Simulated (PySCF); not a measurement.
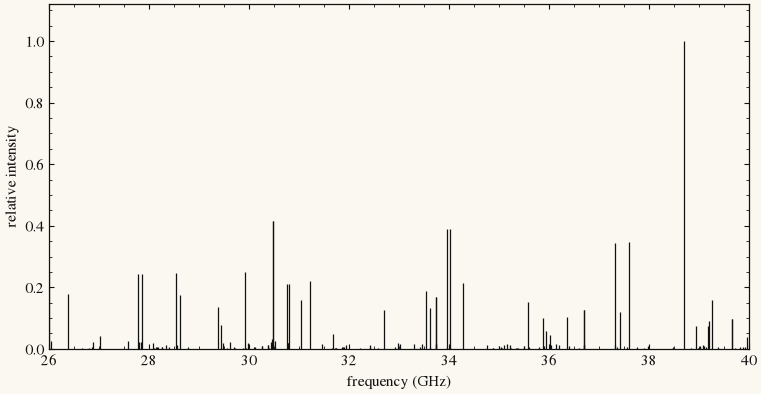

Simulated rotational absorption lines between 26 and 40 GHz at 3 K: rigid rotor with the equilibrium constants and dipole of one optimised conformer (PBE0-D3(BJ)/def2-SVP, PySCF), commonest isotopes; no centrifugal distortion, hyperfine structure, internal rotation or nuclear-spin weights; lines within 1 MHz of each other are summed.

> Which molecule gives this spectrum?
A. C₃H₁₂Ge₂, SMILES CC[CH]([GeH3])[GeH3], singlet
B. SiP₂NH₇, SMILES N[SiH](P)P
C. C₃H₁₀SSi₂, SMILES C=C(C)[SiH2]S[SiH3]
D. C₆H₈, SMILES CC1=CCC=C1

Option B. Rotational constants A, B, C = 4.105, 1.999, 1.481 GHz, |μa|, |μb|, |μc| = 0.56, 1.89, 0.23 D.

Note: coarse grid, loose stop and no frequency check, small forces are noise and the end may be a saddle.
